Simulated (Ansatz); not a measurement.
System: H3InO (charge +1, doublet).

The calculation's input:

```
crystal:
  periodic: [false, false, false]
  atoms:
    - {symbol: In, position_ang: [0.716707, 0.406471, -0.116550]}
    - {symbol: H, position_ang: [2.365919, 0.664597, -0.256479]}
    - {symbol: H, position_ang: [-0.979134, 1.070684, -0.081024]}
    - {symbol: O, position_ang: [-0.759328, -1.008632, -0.163679]}
    - {symbol: H, position_ang: [-1.344164, -1.133120, 0.617732]}
basis:
  gaussian: {orbitals: def2-TZVP, initial_orbitals: start.molden}
total_charge: 1
magnetization: {spin_polarized: true, initial_magnetization: 1}
hamiltonian: {xc: pbe0, dispersion: d4}
scf: {omitted_lower_state_checks: [starts]}
output: {orbitals: {seedname: orbitals}}
```

Launched as:

```sh
ansatz run in.yaml --threads 4 --pin off --events-out ev --progress --plain --max-ram 3916MiB
```

Geometry: PBE-D4/def2-TZVP; core potentials replace the inner electrons of In.

These are results of UKS PBE0-D4/def2-TZVP in Ansatz 0.2.0, not measurements.

**Predict the electron density, electron localisation function and spin density between the atoms.**

In–O (2.05 Å): ρ is about 0.66 e/Å³ halfway; the ELF peaks at about 0.85 in the valence shell of O, 0.6 Å from its nucleus, and drops to about 0.15 between the two atoms.
In–H (1.68 Å): ρ at the midpoint is about 1.4 e/Å³; the ELF climbs to about 1 towards the hydrogen.
The unpaired spin (1 electron) lies mostly on O4 (about 0.6), H3 (about 0.3) and In1 (about 0.1), in electrons by Hirshfeld's partition.

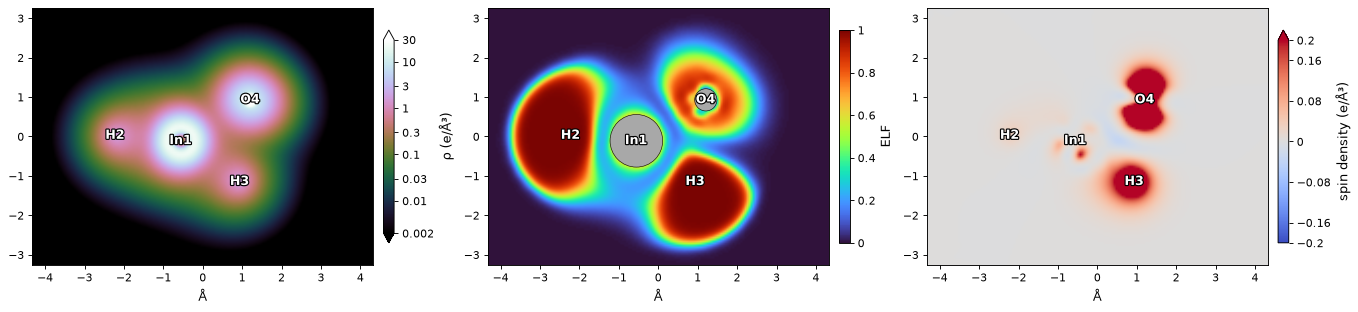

Computed electron density, electron localisation function and spin density on the plane of atoms H3, In1 and O4, in this order. Grey discs cover the atomic cores in the ELF map. 
